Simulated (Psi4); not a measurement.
# [NO3]− (nitrate): B3LYP/aug-cc-pVDZ

Aim: the vertical ionisation energy of [NO3]− (nitrate) at B3LYP/aug-cc-pVDZ, from 2 runs. 

Program for the calculation: Psi4 1.11.

## 1. The system as given

The species is [NO3]− (4 atoms), meant as a singlet with charge -1. SMILES: `O=[N+]([O-])[O-]`. The shape is that of a PBE0-D4/def2-TZVPD optimisation.

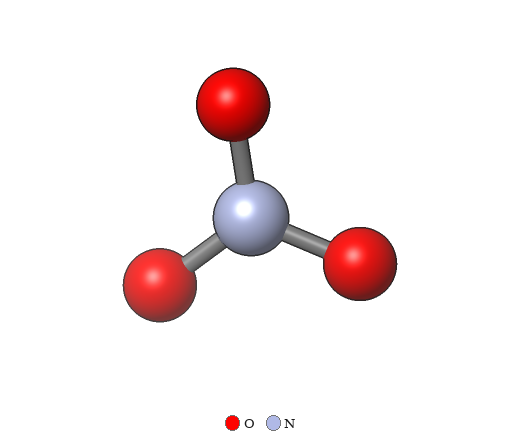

The structure, seen from a chosen angle (oxygen red, nitrogen light blue).

## 2. Energy and forces at B3LYP/aug-cc-pVDZ

The input, job.dat:

```
memory 1600 MB

molecule m {
  -1 1
  O      0.56034159     0.99029208     2.06269276
  N      0.00000000     0.00000000     0.00000000
  O      0.88900276    -2.10394548    -0.57659324
  O     -1.44932545     1.11367230    -1.48611842
  units bohr
  symmetry c1
}

set reference rks
set puream true
set e_convergence 1e-09
set d_convergence 1e-08
set scf_type pk
set dft_radial_points 99
set dft_spherical_points 590

result, w = gradient("b3lyp/aug-cc-pVDZ", return_wfn=True)
oeprop(w, "LOWDIN_CHARGES", "DIPOLE", "WIBERG_LOWDIN_INDICES", title="B3LYP")
```

Launch:

```
$ psi4 -n 1 job.dat job.out
```

job.out, cut to the lines that bear on the results:

```text
[...]
  Running in c1 symmetry.
[...]
  Nuclear repulsion =  118.372543400070526
[...]
  Multiplicity = 1
[...]
  Nalpha       = 16
  Nbeta        = 16
[...]
    Number of basis functions: 92
[...]
   @RKS iter   1:  -280.13915703671819   -1.20468e-01   9.46122e-03 ADIIS/DIIS
[...]
   @RKS iter  10:  -280.41704224627983    5.68434e-14   6.11514e-10 DIIS
[...]
    Orbital Energies [Eh]
    ---------------------
    Doubly Occupied:
       1A    -18.944002     2A    -18.944001     3A    -18.943980
       4A    -14.377925     5A     -1.038491     6A     -0.818644
       7A     -0.818644     8A     -0.393660     9A     -0.334520
      10A     -0.307622    11A     -0.307621    12A     -0.113998
      13A     -0.113998    14A     -0.093346    15A     -0.093346
      16A     -0.039036
[...]
  @RKS Final Energy:  -280.41704224627983
   => Energetics <=
    Nuclear Repulsion Energy =            118.3725434000705263
    One-Electron Energy =                -627.1438613921930028
    Two-Electron Energy =                 254.9130797700553330
    DFT Exchange-Correlation Energy =     -26.5588040242126837
    Empirical Dispersion Energy =           0.0000000000000000
    VV10 Nonlocal Energy =                  0.0000000000000000
    Total Energy =                       -280.4170422462798342
[...]
  -Total Gradient:
     Atom            X                  Y                   Z
    ------   -----------------  -----------------  -----------------
       1       -0.005268385936    -0.009314376920    -0.019399875425
       2       -0.000002281294    -0.000001187809     0.000001431558
       3       -0.008363597727     0.019790926910     0.005419197747
       4        0.013635916752    -0.010477673009     0.013979845781
[...]
 Multipole Moments:
 ------------------------------------------------------------------------------------
     Multipole            Electronic (a.u.)      Nuclear  (a.u.)        Total (a.u.)
 ------------------------------------------------------------------------------------
 L = 1.  Multiply by 2.5417464519 to convert [e a0] to [Debye]
 Dipole X            :         -0.0000020            0.0000000           -0.0000020
 Dipole Y            :         -0.0000012            0.0000000           -0.0000012
 Dipole Z            :          0.0000028           -0.0000000            0.0000027
 Magnitude           :                                                    0.0000036
[...]
```

Wall time 9 s (1 thread of AMD EPYC 9R45 (Zen 5), shared host); peak memory 0.96 GiB.

## 3. Doublet neutral NO3: the energy at UB3LYP/aug-cc-pVDZ

The input, no3_ase.py:

```python
import numpy as np
from ase.calculators.psi4 import Psi4
from ase import Atoms

mol = Atoms(['O', 'N', 'O', 'O'], positions=[
    [0.296520, 0.524040, 1.091530],
    [0.000000, 0.000000, 0.000000],
    [0.470440, -1.113360, -0.305120],
    [-0.766950, 0.589330, -0.786420],
])
calc = Psi4(atoms=mol, method='b3lyp', basis='aug-cc-pVDZ', memory='1600MB', num_threads=1, charge=0, multiplicity=2, label='psi4-calc', reference='uks')
calc.psi4.set_options({'puream': True, 'e_convergence': 1e-09, 'd_convergence': 1e-08, 'scf_type': 'pk', 'dft_radial_points': 99, 'dft_spherical_points': 590, 'maxiter': 100})
mol.calc = calc

print(f'energy: {mol.get_potential_energy():.6f} eV')
```

Launch:

```
$ python no3_ase.py
```

psi4-calc.dat, cut to the lines that bear on the results:

```text
[...]
  Running in c1 symmetry.
[...]
  Nuclear repulsion =  118.372543486432107
[...]
  Multiplicity = 2
[...]
  Nalpha       = 16
  Nbeta        = 15
[...]
    Number of basis functions: 92
[...]
   @UKS iter   1:  -280.14531191654720   -1.26623e-01   6.60405e-03 DIIS/ADIIS
[...]
   @UKS iter  12:  -280.27212924254763   -8.41283e-12   1.55180e-09 DIIS
[...]
   @S^2 Observed:                7.566989718E-01
[...]
    Orbital Energies [Eh]
    ---------------------
    Alpha Occupied:
       1A    -19.288019     2A    -19.288018     3A    -19.287995
       4A    -14.682481     5A     -1.356171     6A     -1.144310
       7A     -1.144309     8A     -0.704844     9A     -0.633716
      10A     -0.620645    11A     -0.620645    12A     -0.445645
      13A     -0.445643    14A     -0.402676    15A     -0.402676
      16A     -0.384389
    Alpha Virtual:
      17A     -0.122084    18A      0.003373    19A      0.056723
      20A      0.056723    21A      0.077085    22A      0.122696
      23A      0.127443    24A      0.127443    25A      0.147598
[...]
  @UKS Final Energy:  -280.27212924254763
   => Energetics <=
    Nuclear Repulsion Energy =            118.3725434864321073
    One-Electron Energy =                -617.4139704586320931
    Two-Electron Energy =                 245.0056798207759812
    DFT Exchange-Correlation Energy =     -26.2363820911236054
    Empirical Dispersion Energy =           0.0000000000000000
    VV10 Nonlocal Energy =                  0.0000000000000000
    Total Energy =                       -280.2721292425476349
[...]
 Multipole Moments:
 ------------------------------------------------------------------------------------
     Multipole            Electronic (a.u.)      Nuclear  (a.u.)        Total (a.u.)
 ------------------------------------------------------------------------------------
 L = 1.  Multiply by 2.5417464519 to convert [e a0] to [Debye]
 Dipole X            :         -0.0000055            0.0000000           -0.0000055
 Dipole Y            :          0.0000014            0.0000000            0.0000014
 Dipole Z            :         -0.0000004           -0.0000000           -0.0000004
 Magnitude           :                                                    0.0000057
[...]
```

The script printed:

```text
energy: -7626.593101 eV
```

Wall time 11 s (1 thread of AMD EPYC 9R45 (Zen 5), shared host); peak memory 0.97 GiB.

## 4. Results

Level: B3LYP/aug-cc-pVDZ.

| quantity | value |
| --- | --- |
| singlet [NO3]−: total energy | -280.41704 Eh |
| singlet [NO3]−: HOMO energy | -1.06 eV |
| singlet [NO3]−: LUMO energy | 4.65 eV |
| singlet [NO3]−: HOMO–LUMO gap (to an unbound level, set by the basis) | 5.72 eV |
| singlet [NO3]−: largest force on an atom | 1.140 eV/Å |
| doublet neutral NO3: total energy | -280.27213 Eh |
| doublet neutral NO3: dipole moment | 0.00 D |
| doublet neutral NO3: HOMO energy (highest over α and β) | -10.46 eV |
| doublet neutral NO3: LUMO energy (lowest over α and β) | -6.92 eV |
| doublet neutral NO3: ⟨S²⟩ | 0.757 |
| vertical detachment energy (to the doublet neutral) | 3.943 eV |

Removing an electron at fixed nuclei costs 3.94 eV (91 kcal/mol). The largest force (singlet [NO3]−) is 1.14 eV/Å: the shape isn't a stationary point for this species at this level. −ε(HOMO) before ionisation, 1.06 eV, is 2.88 eV below this ionisation energy.
